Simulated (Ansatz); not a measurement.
# U-r2SCAN/cc-pVDZ run of HS (SMILES [SH])

What is the electronic atomisation energy of HS at U-r2SCAN/cc-pVDZ? 

Program for the calculation: Ansatz 0.2.0.

55 further runs of the same task are left out: 2 that didn't finish, 53 set aside as unsound or not needed.

### Step 1. The structure to begin with

HS: 2 atoms, total charge 0, spin state doublet. SMILES: `[SH]`. Geometry: relaxed at GFN2-xTB.

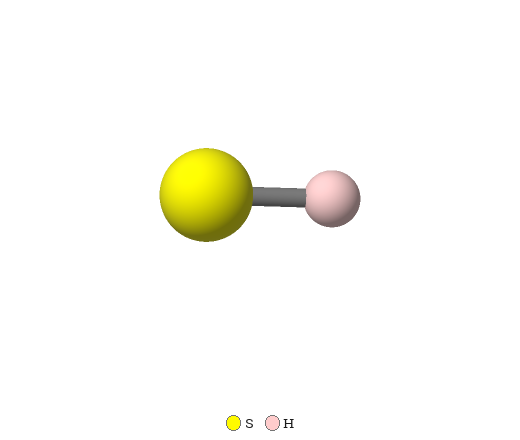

The structure, seen from a chosen angle (sulfur yellow, hydrogen pink).

### Step 2. A single-point energy at U-r2SCAN/cc-pVDZ

input.yaml

```yaml
crystal:
  periodic: [false, false, false]
  atoms:
    - {symbol: S, position_ang: [0.568010, -0.185670, 0.292090]}
    - {symbol: H, position_ang: [-0.568010, 0.185670, -0.292090]}
basis:
  gaussian: {orbitals: cc-pVDZ}
magnetization: {spin_polarized: true, initial_magnetization: 1}
hamiltonian: {xc: r2scan}
accuracy: high
```

On the command line:

```console
$ ansatz run input.yaml --threads 1 --pin off --max-ram 2610MiB --events-out events.jsonl --progress --plain --runs-dir runs
```

Output:

```text
Warning: RAYON_NUM_THREADS=1 ignored (pool sized by the plan → 1); use --threads N
Functional definition: r2SCAN
  name "r2SCAN"
  parameter k0 = 0.174
  parameter k1 = 0.065
  parameter a1 = 4.9479
  exchange = r2scan_x(k0 = k0, k1 = k1, a1 = a1)
  correlation = r2scan_c
415 factors; integrals over basis functions are off by at most 3.0e-9 eV
mean field evaluation 1: about -10849.3558 eV, gradient 5.2e0 eV
mean field evaluation 2: about -10849.4941 eV, gradient 3.1e0 eV
mean field evaluation 4: about -10849.5492 eV, gradient 4.1e-1 eV
mean field evaluation 8: about -10849.5479 eV, gradient 4.0e-3 eV
mean field evaluation 16: about -10849.5479 eV, gradient 5.0e-7 eV
mean field evaluation 32: about -10849.5479 eV, gradient 9.6e-9 eV
mean field -10849.54786636 eV, -398.7135300011 hartree, gradient 7.9e-8 eV, S^2 0.754736; 1 other end points of the search recorded, 0 dependent functions left out
reference -10849.54786723 eV, -398.7135300330 hartree; 9, 8 occupied and 14, 15 virtual orbitals, 415 factors
Total energy: -10849.54786723 eV, -398.7135300330 hartree
```

Run time: 2.8 s. Hardware: 1 thread of Arm Neoverse V2, shared host; peak memory 0.13 GiB.

### Step 3. The H atom at the same level

in.yaml

```yaml
crystal:
  periodic: [false, false, false]
  atoms:
    - symbol: H
      position_ang: [0.000000, 0.000000, 0.000000]
basis:
  gaussian:
    orbitals: cc-pVDZ
magnetization:
  spin_polarized: true
  initial_magnetization: 1
hamiltonian:
  xc: r2scan
accuracy: high
```

Run the same way, it converges to -0.49921 Eh (log not shown).

### Step 4. The S atom

in.yaml

```yaml
crystal:
  periodic: [false, false, false]
  atoms:
    - symbol: S
      position_ang: [0.000000, 0.000000, 0.000000]
basis:
  gaussian: {orbitals: cc-pVDZ}
magnetization: {spin_polarized: true, initial_magnetization: 2}
hamiltonian: {xc: {name: r2SCAN}}
accuracy: high
```

On the command line:

```console
$ ansatz run in.yaml --threads 1 --pin off --max-ram 2610MiB --events-out events.jsonl --progress --plain --runs-dir runs
```

Output, shortened:

```text
Warning: RAYON_NUM_THREADS=1 ignored (pool sized by the plan → 1); use --threads N
[... 7 set-up lines as earlier in the session ...]
142 factors; integrals over basis functions are off by at most 3.0e-9 eV
mean field evaluation 1: about -10832.1403 eV, gradient 3.4e0 eV
mean field evaluation 2: about -10832.2225 eV, gradient 1.3e0 eV
mean field evaluation 4: about -10832.2293 eV, gradient 3.4e-1 eV
mean field evaluation 8: about -10832.2301 eV, gradient 3.3e-4 eV
mean field evaluation 16: about -10832.2301 eV, gradient 2.4e-8 eV
mean field evaluation 32: about -10832.2294 eV, gradient 1.2e-1 eV
mean field -10832.23005957 eV, -398.0771123399 hartree, gradient 2.4e-8 eV, S^2 2.004014; 2 other end points of the search recorded, 0 dependent functions left out
reference -10832.23006027 eV, -398.0771123658 hartree; 9, 7 occupied and 9, 11 virtual orbitals, 142 factors
Total energy: -10832.23006027 eV, -398.0771123658 hartree
```

It took 2.5 s on 1 thread of Arm Neoverse V2, shared host; peak memory 0.11 GiB.

### Step 5. What came out

At U-r2SCAN/cc-pVDZ:

| quantity | value |
| --- | --- |
| molecule: total energy | -398.71353 Eh |
| molecule: ⟨S²⟩ | 0.755 |
| H atom: total energy | -0.49921 Eh |
| H atom: ⟨S²⟩ | 0.750 |
| S atom: total energy | -398.07711 Eh |
| S atom: ⟨S²⟩ | 2.004 |
| electronic atomisation energy | 3.734 eV |

Taking the molecule apart into free atoms costs 3.73 eV (360 kJ/mol), before zero-point energy and without spin-orbit coupling.
